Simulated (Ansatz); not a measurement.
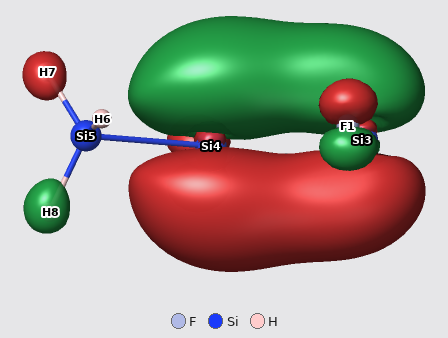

Figure. F2H3Si3 (charge +1). The LUMO at ±0.08 Å⁻³ᐟ² (green and red are the two phases), seen from one side.

Geometry: B3LYP/6-31G*.

Method: isolated molecule in a Gaussian basis; Kohn-Sham density functional theory, functional PBE0 in Ansatz.

```yaml
atoms:
  - { symbol: F, position_ang: [-3.4604, 0.6139, 2.5867] }
  - { symbol: F, position_ang: [-1.7140, 2.4703, -1.1376] }
  - { symbol: Si, position_ang: [-4.0098, 1.4699, 1.3475] }
  - { symbol: Si, position_ang: [-1.5941, 1.6132, 0.2095] }
  - { symbol: Si, position_ang: [0.6887, 0.9111, 0.5099] }
  - { symbol: H, position_ang: [0.6953, 0.0996, 1.7458] }
  - { symbol: H, position_ang: [1.0102, 0.1372, -0.7117] }
  - { symbol: H, position_ang: [1.4535, 2.1746, 0.6276] }
```

**Where does this orbital lie, and at what energy?**

It lies mainly on Si4 (about 50 %) and Si3 (about 35 %). Its energy is −8.87 eV.
